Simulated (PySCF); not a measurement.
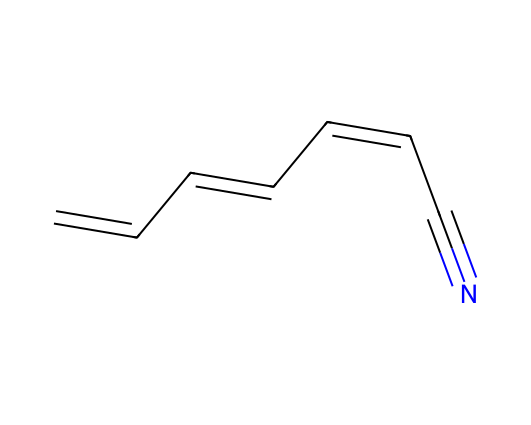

2D structure.

Write the SMILES.

C=C/C=C/C=C\C#N

Give the formula, hydrogens included.

C7H7N.

An optimisation with PBE0-D3(BJ)/def2-SVP gave a structure of which point group?

Cs. Other conformers may differ.

More results for the same structure follow; atom numbers are the same in all pictures, views and colours differ. The computed structure is the end point of a PBE0-D3(BJ)/def2-SVP optimisation. No frequency run is at hand to confirm it as a minimum.

**Shape**

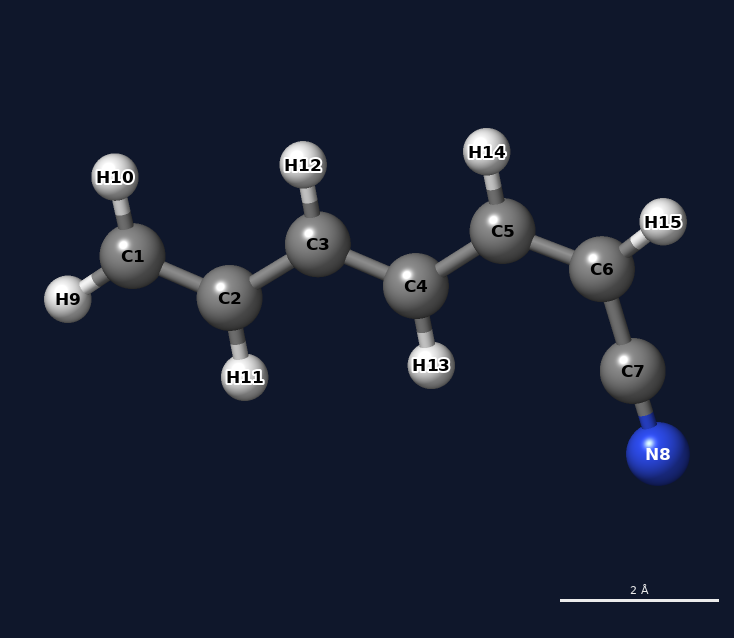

Atoms carry their numbers in the input. No frequency run is at hand to confirm it as a minimum.

Describe the coordination of atom 2.

C2 has 3 neighbours (C1 at 1.34, C3 at 1.44, H11 at 1.10 Å); the arrangement is trigonal planar.

How are the neighbours of atom 5 arranged?

C5 has 3 neighbours (C4 at 1.44, C6 at 1.36, H14 at 1.09 Å); the arrangement is trigonal planar.

How are the neighbours of atom 7 arranged?

C7 has 2 neighbours (C6 at 1.42, N8 at 1.16 Å); the arrangement is linear.

How are the neighbours of atom 1 arranged?

C1 has 3 neighbours (C2 at 1.34, H9 at 1.09, H10 at 1.09 Å); the arrangement is trigonal planar.

What is the dihedral angle C2–C3–C4–C5?

180° in size, that is anti.

**Excitation**

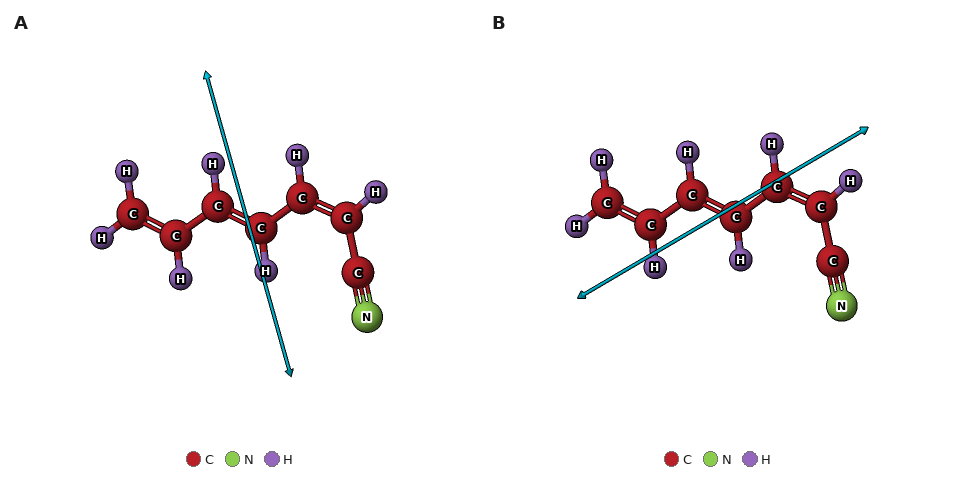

The double arrows show the directions of two transition dipoles from the ground state (lengths mean nothing). No frequency run is at hand to confirm it as a minimum. Method: TDDFT CAM-B3LYP/def2-SVPD, vertical, gas phase, core orbitals frozen in the response (PySCF 2.14.0).

One belongs to singlet state 2 and one to singlet state 5. Which is which?

A: state 2, 6.04 eV (205 nm), oscillator strength 0.015, mainly HOMO−1 → LUMO (weight 0.77).
B: state 5, 6.43 eV (193 nm), oscillator strength 0.089, mainly HOMO → LUMO+1 (weight 0.74).

**NMR shielding**

The questions are on isotropic NMR shieldings of the H atoms. No frequency run is at hand to confirm it as a minimum. Properties computed with GIAO PBE0/pcSseg-1 NMR shielding, non-relativistic, IEF-PCM benzene (PySCF 2.14.0).

Give the isotropic NMR shieldings of the H atoms atom by atom.

```
atom  σ (ppm)
  H9    25.30
 H10    25.31
 H11    24.48
 H12    24.56
 H13    24.33
 H14    24.31
 H15    26.05
```

**Polarisability**

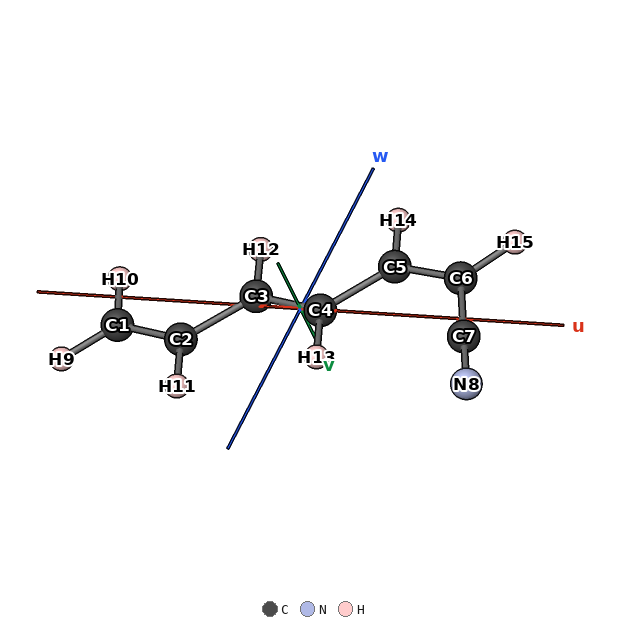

The lines u, v and w are the principal axes of the static dipole polarisability. No frequency run is at hand to confirm it as a minimum. Level of theory: CAM-B3LYP/def2-SVPD in benzene (IEF-PCM) (PySCF 2.14.0).

Along which axis is the molecule most polarisable, and along which least?

Most along u (in the molecular plane, nearly parallel to the C5–C6 bond), least along v (normal to the molecular plane).

Give the three principal values.

u 240.3, v 61.1, w 97.3 bohr³; mean 132.9, anisotropy 164.0 bohr³.
